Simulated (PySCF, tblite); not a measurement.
# C₄H₉N₃OSi₂: geometry, infrared bands and NMR shifts

Wanted: the infrared bands and NMR shifts of C₄H₉N₃OSi₂ (`Cc1ncnnc1[SiH2]O[SiH3]`), by calculation.

The runs use tblite 0.8.0 and PySCF 2.14.0, with density-fitted response routines of our own; the level of theory stands in each step. All values are computed, except where a source is named. Atoms are numbered from 0 throughout.

### 1 Starting geometry

19 atoms, charge 0, multiplicity 1; geometry from: force field or distance geometry start.

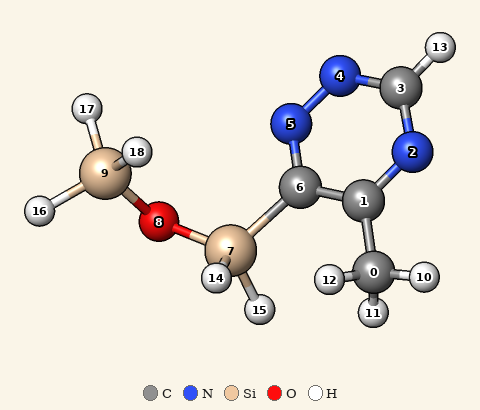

The starting geometry (carbon grey, nitrogen blue, silicon light orange, oxygen red, hydrogen white), atoms numbered; sticks join atoms by distance.

### 2 Geometry optimisation with GFN2-xTB

What the job is given:

```
{"job": {"kind": "relax", "xc": "GFN2-xTB", "basis": "xTB"}, "charge": 0, "multiplicity": 1}
C     -1.963600    -1.324400    -0.801800
C     -1.667600    -0.027900    -0.100600
N     -2.584700     0.932200     0.020200
C     -2.272200     2.094800     0.659400
N     -1.039200     2.232100     1.194400
N     -0.123700     1.289100     1.083500
C     -0.388000     0.138300     0.449100
Si     0.924400    -1.115700     0.353800
O      2.392100    -0.671700     1.050300
Si     3.343900     0.334400     0.061100
H     -2.983700    -1.344100    -1.216300
H     -1.895000    -2.182700    -0.070700
H     -1.188800    -1.409100    -1.555700
H     -3.006300     2.887400     0.765800
H      1.044900    -1.500100    -1.059600
H      0.413900    -2.312400     1.061300
H      4.559100    -0.389300    -0.325900
H      3.800300     1.488800     0.843800
H      2.624400     0.889600    -1.079700
```

On the command line:

```
> OMP_NUM_THREADS=1 python probes_run.py task.json out
```

The driver reads the jobs from task.json and runs them one after another.

Output:

```text
step      E/eV     max force
  0    -802.37278    3.198
  1    -802.68539    1.489
  2    -802.80269    0.969
  3    -802.88835    0.903
  4    -802.93321    0.602
  5    -802.97171    0.537
  6    -802.99303    0.380
  7    -803.01140    0.449
  8    -803.02782    0.407
  9    -803.04471    0.310
 10    -803.06090    0.349
 11    -803.07771    0.342
 12    -803.09396    0.357
 13    -803.10858    0.322
 14    -803.12194    0.225
 15    -803.13361    0.236
 16    -803.14330    0.211
 17    -803.15183    0.224
 18    -803.15972    0.206
 19    -803.16758    0.238
 20    -803.17672    0.232
 21    -803.18756    0.250
 22    -803.19838    0.256
 23    -803.20746    0.199
 24    -803.21512    0.219
 25    -803.22152    0.208
 26    -803.22706    0.195
 27    -803.23189    0.161
 28    -803.23577    0.141
 29    -803.23881    0.128
 30    -803.24120    0.117
 31    -803.24304    0.119
 32    -803.24465    0.085
 33    -803.24622    0.114
 34    -803.24759    0.086
 35    -803.24859    0.072
 36    -803.24940    0.064
 37    -803.25017    0.069
 38    -803.25090    0.061
 39    -803.25152    0.056
 40    -803.25214    0.057
 41    -803.25277    0.054
 42    -803.25349    0.054
 43    -803.25423    0.065
 44    -803.25490    0.057
 45    -803.25547    0.058
 46    -803.25597    0.057
 47    -803.25643    0.060
 48    -803.25694    0.053
 49    -803.25755    0.074
 50    -803.25823    0.070
 51    -803.25879    0.050
 52    -803.25915    0.047
 53    -803.25946    0.045
 54    -803.25986    0.081
 55    -803.26043    0.082
 56    -803.26119    0.073
 57    -803.26192    0.052
 58    -803.26231    0.049
 59    -803.26280    0.055
 60    -803.26345    0.062
 61    -803.26423    0.083
 62    -803.26498    0.079
 63    -803.26566    0.080
 64    -803.26627    0.052
 65    -803.26679    0.058
 66    -803.26735    0.065
 67    -803.26818    0.088
 68    -803.26908    0.087
 69    -803.26996    0.059
 70    -803.27057    0.064
 71    -803.27107    0.064
 72    -803.27164    0.067
 73    -803.27236    0.083
 74    -803.27338    0.070
 75    -803.27436    0.076
 76    -803.27518    0.062
 77    -803.27608    0.089
 78    -803.27692    0.083
 79    -803.27748    0.070
 80    -803.27794    0.088
 81    -803.27848    0.067
 82    -803.27961    0.076
 83    -803.28061    0.124
 84    -803.28177    0.121
 85    -803.28322    0.089
 86    -803.28460    0.093
 87    -803.28604    0.108
 88    -803.28765    0.126
 89    -803.28930    0.129
 90    -803.29102    0.219
 91    -803.29357    0.116
 92    -803.29603    0.104
 93    -803.29748    0.103
 94    -803.29924    0.129
 95    -803.30154    0.122
 96    -803.30142    0.177
 97    -803.30428    0.071
 98    -803.30488    0.062
 99    -803.30565    0.034
100    -803.30590    0.029
101    -803.30632    0.035
102    -803.30656    0.036
103    -803.30693    0.040
104    -803.30734    0.041
105    -803.30779    0.048
106    -803.30815    0.044
107    -803.30846    0.050
108    -803.30880    0.048
109    -803.30918    0.040
110    -803.30949    0.025
111    -803.30964    0.019
112    -803.30969    0.018
113    -803.30972    0.015
114    -803.30976    0.012
115    -803.30980    0.017
116    -803.30984    0.014
117    -803.30988    0.016
118    -803.30994    0.019
119    -803.31002    0.023
120    -803.31016    0.028
121    -803.31035    0.030
122    -803.31056    0.031
123    -803.31074    0.024
124    -803.31087    0.020
125    -803.31097    0.025
126    -803.31108    0.024
127    -803.31122    0.025
128    -803.31140    0.034
129    -803.31161    0.037
130    -803.31181    0.029
131    -803.31195    0.018
132    -803.31202    0.020
133    -803.31206    0.017
134    -803.31210    0.020
135    -803.31215    0.017
136    -803.31220    0.019
137    -803.31224    0.016
138    -803.31227    0.013
139    -803.31229    0.009
```

It took 7.3 s on 1 thread of AMD EPYC, shared host; peak memory 0.18 GiB.

Along the way: (not every step is listed)

| step | energy from step 0 (eV) | largest force (eV/Å) |
| --- | --- | --- |
| 0 | 0.0000 | 3.1976 |
| 1 | -0.3126 | 1.4895 |
| 2 | -0.4299 | 0.9695 |
| 3 | -0.5156 | 0.9034 |
| 4 | -0.5604 | 0.6019 |
| 5 | -0.5989 | 0.5371 |
| 6 | -0.6202 | 0.3798 |
| 7 | -0.6386 | 0.4485 |
| 8 | -0.6550 | 0.4069 |
| 20 | -0.8039 | 0.2322 |
| 32 | -0.8719 | 0.0850 |
| 44 | -0.8821 | 0.0566 |
| 56 | -0.8884 | 0.0734 |
| 68 | -0.8963 | 0.0870 |
| 80 | -0.9052 | 0.0878 |
| 92 | -0.9232 | 0.1041 |
| 104 | -0.9346 | 0.0410 |
| 116 | -0.9371 | 0.0144 |
| 128 | -0.9386 | 0.0340 |
| 134 | -0.9393 | 0.0204 |
| 135 | -0.9394 | 0.0169 |
| 136 | -0.9394 | 0.0188 |
| 137 | -0.9395 | 0.0157 |
| 138 | -0.9395 | 0.0129 |
| 139 | -0.9395 | 0.0094 |

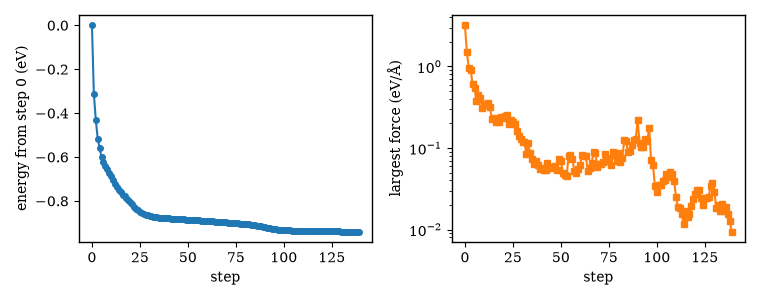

Energy and force, step by step.

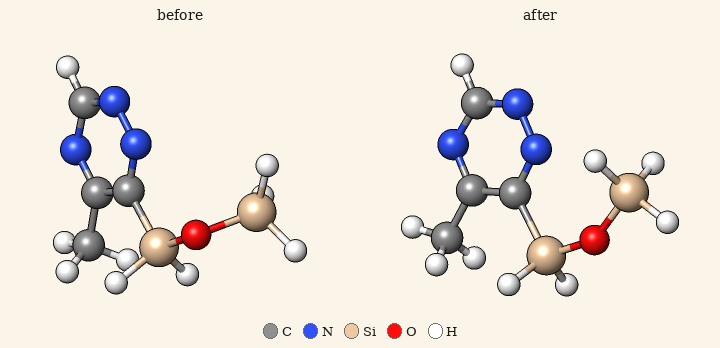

Before and after, at one scale.

Close pairs (by a distance rule), those that changed most:

```
   bond  before (Å)  after (Å)  change (Å)
 Si7–O8       1.684      1.604      -0.080
 C6–Si7       1.818      1.893      +0.075
 O8–Si9       1.702      1.641      -0.061
 C0–H11       1.130      1.088      -0.042
  C3–N4       1.351      1.314      -0.037
  N2–C3       1.363      1.329      -0.034
Si7–H15       1.481      1.462      -0.019
  N5–C6       1.340      1.323      -0.018
```

The next job starts from the end point, and lists it.

### 3 Infrared spectrum with GFN2-xTB

What the job is given:

```
{"job": {"kind": "ir", "xc": "GFN2-xTB", "basis": "xTB"}, "charge": 0, "multiplicity": 1}
C     -2.317254    -1.400839    -0.447042
C     -1.696541    -0.107482    -0.052855
N     -2.494745     0.924914     0.161007
C     -1.898459     2.065081     0.494539
N     -0.603314     2.246293     0.618937
N      0.188776     1.226963     0.415342
C     -0.299680     0.042428     0.087054
Si     0.976203    -1.332744    -0.165148
O      2.434463    -0.704825     0.061455
Si     3.304072     0.645036     0.401092
H     -3.399825    -1.319543    -0.395111
H     -1.970835    -2.198685     0.206311
H     -2.021999    -1.652409    -1.464582
H     -2.535332     2.920274     0.675992
H      0.897304    -1.818952    -1.542073
H      0.771448    -2.373214     0.841623
H      4.666395     0.107851     0.365894
H      2.924622     1.118507     1.725395
H      3.064897     1.620596    -0.655406
```

Output:

```text
mode    cm-1     km/mol
  1      33.6      0.55
  2      37.4      3.84
  3      50.5      0.02
  4      84.9      3.18
  5     103.5      4.03
  6     127.1      0.64
  7     145.0      0.54
  8     193.0      0.01
  9     230.4      5.32
 10     304.5     16.43
 11     362.3      7.79
 12     410.3     17.43
 13     432.4      6.83
 14     541.2     45.57
 15     563.2      3.85
 16     578.8     50.73
 17     595.9     38.75
 18     606.3     66.93
 19     629.2     29.20
 20     699.6     20.98
 21     742.2    133.58
 22     753.7     10.37
 23     763.5    436.90
 24     771.0    385.22
 25     771.7    211.52
 26     816.1    265.29
 27     881.5     24.45
 28     884.5     22.75
 29     990.3      6.27
 30    1011.5     15.79
 31    1076.8    401.00
 32    1110.0    155.70
 33    1144.0      2.06
 34    1193.0      6.91
 35    1245.0      2.03
 36    1336.4     46.95
 37    1369.2      0.45
 38    1392.0     25.95
 39    1444.0     35.67
 40    1454.8     12.97
 41    1490.8    105.61
 42    1534.5     60.98
 43    2235.6    331.02
 44    2252.8    330.19
 45    2270.8    166.48
 46    2289.8    379.30
 47    2303.4    141.28
 48    3014.1     10.53
 49    3031.2      8.57
 50    3053.9      8.67
 51    3064.3     28.55
```

Wall time 4.1 s (1 thread of AMD EPYC, shared host); peak memory 0.18 GiB.

Which atoms move in the most intense modes:

```csv
cm⁻¹,km/mol,atoms
764,436.9,"H17 29 %, H18 26 %, H14 18 %, H15 18 %"
771,385.2,"H15 32 %, H14 31 %, H17 13 %"
772,211.5,"H16 59 %, H18 23 %, H17 12 %"
816,265.3,"H16 30 %, H18 21 %, H17 20 %, Si9 14 %"
1077,401.0,"O8 69 %, Si7 13 %"
2236,331.0,H16 95 %
2253,330.2,"H14 50 %, H15 44 %"
2290,379.3,"H18 82 %, H17 12 %"
```

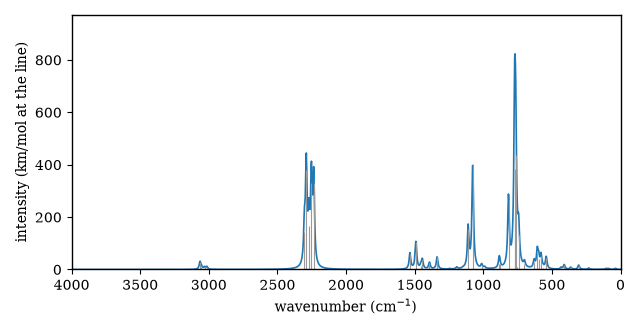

The infrared spectrum from these modes, unscaled. Lines are broadened to a width of 14 cm⁻¹ (Lorentzian).

### 4 Shielding tensors: PBE0/pcSseg-1

The job, as its differences from that of step 3:

```diff
@@ -1,2 +1,2 @@
-{"job": {"kind": "ir", "xc": "GFN2-xTB", "basis": "xTB"}, "charge": 0, "multiplicity": 1}
+{"job": {"kind": "nmr", "xc": "PBE0", "basis": "pcSseg-1"}, "charge": 0, "multiplicity": 1}
 C     -2.317254    -1.400839    -0.447042
```

With the program's defaults for keys left out, this is: GIAO PBE0/pcSseg-1 NMR shielding, non-relativistic, gas phase.

Output:

```text
coarse grid: 17448 points
cycle   1  E = -975.3776402040  dE =  1.668e+00  |g| = 8.353e-01  |ddm| = 4.263e+00
cycle   2  E = -975.1735525204  dE =  2.041e-01  |g| = 1.327e+00  |ddm| = 1.913e+00
cycle   3  E = -975.5024137598  dE = -3.289e-01  |g| = 1.265e-01  |ddm| = 1.368e+00
cycle   4  E = -975.5049002259  dE = -2.486e-03  |g| = 5.771e-02  |ddm| = 1.411e-01
cycle   5  E = -975.5055715203  dE = -6.713e-04  |g| = 2.426e-02  |ddm| = 6.721e-02
cycle   6  E = -975.5057124154  dE = -1.409e-04  |g| = 7.793e-03  |ddm| = 2.743e-02
cycle   7  E = -975.5057253554  dE = -1.294e-05  |g| = 1.673e-03  |ddm| = 6.460e-03
cycle   8  E = -975.5057258923  dE = -5.370e-07  |g| = 7.640e-04  |ddm| = 1.976e-03
final grid: 161216 points
cycle   9  E = -975.5682553671  dE = -3.449e-05  |g| = 8.971e-03  |ddm| = 3.484e-02
cycle  10  E = -975.5682425089  dE =  1.286e-05  |g| = 1.237e-02  |ddm| = 1.761e-02
cycle  11  E = -975.5682713271  dE = -2.882e-05  |g| = 1.545e-03  |ddm| = 1.042e-02
cycle  12  E = -975.5682718177  dE = -4.907e-07  |g| = 2.822e-04  |ddm| = 1.498e-03
cycle  13  E = -975.5682718255  dE = -7.799e-09  |g| = 2.156e-04  |ddm| = 3.975e-04
cycle  14  E = -975.5682718362  dE = -1.068e-08  |g| = 3.273e-05  |ddm| = 2.048e-04
cycle  15  E = -975.5682718364  dE = -2.199e-10  |g| = 1.337e-05  |ddm| = 4.106e-05
converged SCF energy = -975.5682718364

GIAO shielding tensors (ppm)
atom      isotropic    diamagn.    paramagn.     s11        s22        s33       span
  0 C      163.163     250.922     -87.759    142.892    156.983    189.615     46.723
  1 C       18.153     262.371    -244.218    -88.101    -12.942    155.503    243.604
  2 N      -57.466     332.663    -390.130   -300.839   -152.936    281.376    582.215
  3 C       24.735     253.228    -228.493    -84.173     31.865    126.514    210.687
  4 N     -152.791     324.933    -477.724   -515.426   -205.090    262.142    777.568
  5 N     -226.471     329.028    -555.499   -689.164   -244.451    254.201    943.365
  6 C       18.136     261.417    -243.281   -102.170      2.839    153.740    255.910
  7 Si     392.821     882.973    -490.152    350.703    366.902    460.859    110.156
  8 O      341.928     400.214     -58.286    271.840    373.636    380.307    108.467
  9 Si     385.406     879.088    -493.682    354.090    355.845    446.281     92.191
 10 H       29.001      28.448       0.553     24.489     27.567     34.947     10.458
 11 H       29.253      30.450      -1.197     24.713     29.374     33.674      8.961
 12 H       29.087      30.226      -1.139     24.960     28.549     33.751      8.791
 13 H       21.898      28.577      -6.679     18.166     21.113     26.415      8.249
 14 H       26.017      31.112      -5.094     21.728     25.775     30.549      8.822
 15 H       26.019      30.899      -4.879     21.736     25.722     30.600      8.864
 16 H       26.476      27.647      -1.171     22.463     25.290     31.676      9.213
 17 H       26.253      30.162      -3.909     22.841     24.801     31.117      8.276
 18 H       26.337      30.311      -3.974     23.132     24.720     31.159      8.028
```

Wall time 3 min (1 thread of AMD EPYC, shared host); peak memory 1.1 GiB.

The references, computed at this level on geometries of the same kind, shield at (ppm): 1H TMS 31.72, 13C TMS 186.9, 29Si TMS 349.2, 15N NH3 267.7, 17O H2O 336.1. Their shielding less the atom's gives the shift. The references are single molecules in the gas phase, so shifts against H2O, NH3, PH3, H3PO4 or CFCl3 are not on the usual liquid scales and can be off by tens of ppm. Atoms listed in one row are averaged.

```
        atoms                                              environment  σ (ppm)  δ (ppm)  δ scaled to CDCl3
           C6      substituted aromatic carbon next to a ring nitrogen     18.1    168.8              162.8
           C1      substituted aromatic carbon next to a ring nitrogen     18.2    168.8              162.8
           C3                 aromatic CH between two ring heteroatoms     24.7    162.2              156.4
           C0                        methyl carbon on an aromatic ring    163.2     23.8               21.3
          H13  hydrogen on an aromatic CH between two ring heteroatoms    21.90     9.82               9.36
     H14, H15                     hydrogen on a silicon bonded to C, O    26.02     5.70                  –
H16, H17, H18                        hydrogen on a silicon bonded to O    26.36     5.36                  –
H10, H11, H12          hydrogen on a methyl carbon on an aromatic ring    29.11     2.60               2.56
           N5                              pyridine-type ring nitrogen   -226.5    494.2                  –
           N4                              pyridine-type ring nitrogen   -152.8    420.5                  –
           N2                              pyridine-type ring nitrogen    -57.5    325.2                  –
          Si9                                 silicon bonded to O, 3 H    385.4    -36.2                  –
          Si7                              silicon bonded to C, O, 2 H    392.8    -43.7                  –
           O8                                    oxygen bonded to 2 Si    341.9     -5.8                  –
```

The scaled column applies a straight-line fit of computed shieldings to shifts measured in CDCl3 (root-mean-square error 0.16 ppm for H, 1.9 ppm for C).

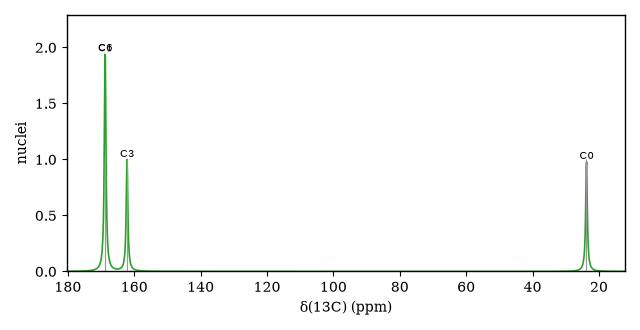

13C lines at the computed shifts, without couplings. Lines are broadened to a width of 0.58 ppm (Lorentzian).

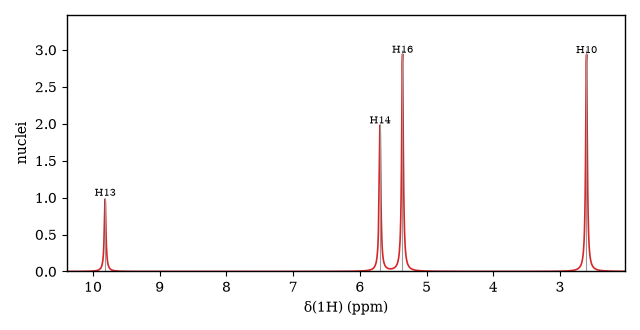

1H lines at the computed shifts, without couplings. Lines are broadened to a width of 0.03 ppm (Lorentzian).

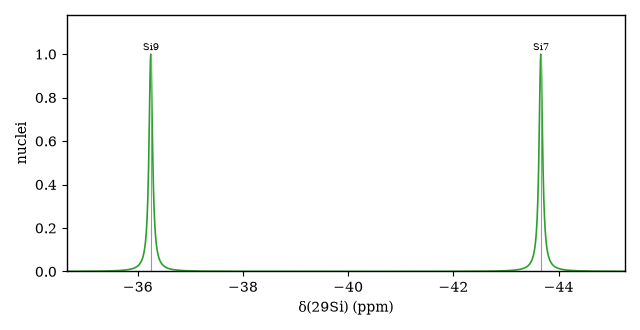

29Si lines at the computed shifts, without couplings. Lines are broadened to a width of 0.08 ppm (Lorentzian).

The run also stored atomic charges by several schemes (e):

```
atoms  Mulliken    IAO  Hirshfeld  ESP fit
   C0     -0.18  -0.45      -0.11    -0.55
   C1     -0.02   0.17       0.09     0.81
   N2     -0.41  -0.28      -0.15    -0.87
   C3      0.28   0.10       0.08     0.93
   N4     -0.23  -0.18      -0.11    -0.77
   N5     -0.26  -0.12      -0.06     0.27
   C6     -0.10  -0.22      -0.05    -0.32
  Si7      0.90   1.03       0.40     0.49
   O8     -0.74  -0.88      -0.30    -0.42
  Si9      0.77   0.88       0.38     0.59
```

Mulliken charges:

C0 -0.18; C1 -0.02; N2 -0.41; C3 0.28; N4 -0.23; N5 -0.26; C6 -0.10; Si7 0.90; O8 -0.74; Si9 0.77; H10 0.15; H11 0.15; H12 0.15; H13 0.13; H14 -0.12; H15 -0.11; H16 -0.13; H17 -0.12; H18 -0.12

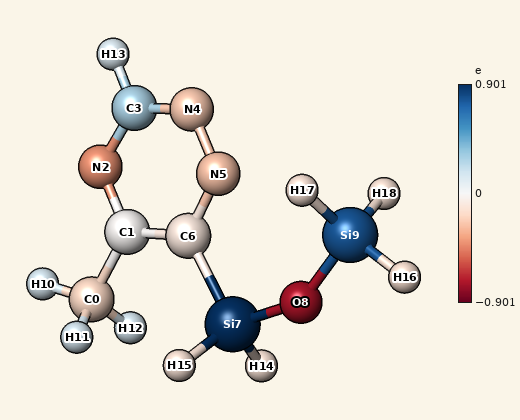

Mulliken charges, as colours on the atoms.

Mayer bond orders: C0–C1 1.07, C1–N2 1.53, N2–C3 1.41, C3–N4 1.50, N4–N5 1.33, N5–C6 1.43, C6–Si7 0.81, Si7–O8 1.03, O8–Si9 0.84, C6–C1 1.18.

Ring of atoms C1, N2, C3, N4, N5, C6: NICS(0) -3.5, NICS(1) -10.8, NICS(1)zz -26.4 ppm (means of both faces).

### 5 What came out

| quantity | value |
| --- | --- |
| strongest single infrared mode (GFN2-xTB) | 764 cm⁻¹, 437 km/mol |
| zero-point energy (GFN2-xTB) | 77.8 kcal/mol |
| 13C shifts against TMS (PBE0/pcSseg-1) | 168.8, 168.8, 162.2, 23.8 ppm |
| 1H shifts against TMS (PBE0/pcSseg-1, means over atoms taken as alike) | 9.82, 5.70, 5.36, 2.60 ppm |
| 15N shifts against NH3 (PBE0/pcSseg-1) | 494.2, 420.5, 325.2 ppm |
| 29Si shifts against TMS (PBE0/pcSseg-1) | -36.2, -43.7 ppm |
| 17O shifts against H2O (PBE0/pcSseg-1) | -5.8 ppm |

In words: Over 139 steps the energy fell by 0.940 eV; of the close pairs, Si7–O8 changed most, 1.684 to 1.604 Å. All 51 modes are real, so the xTB geometry is a minimum. The strongest single mode, at 764 cm⁻¹, is carried by H17, H18, H14, H15. Unscaled tight-binding wavenumbers are off by several per cent, some by more. Its intensities can rank the bands wrongly. At PBE0/pcSseg-1: Shielding is most anisotropic at N5 (span 943 ppm, paramagnetic term -555 ppm). NICS(1)zz of -26 ppm above the planar ring from C1 marks a diatropic (aromatic) ring current.
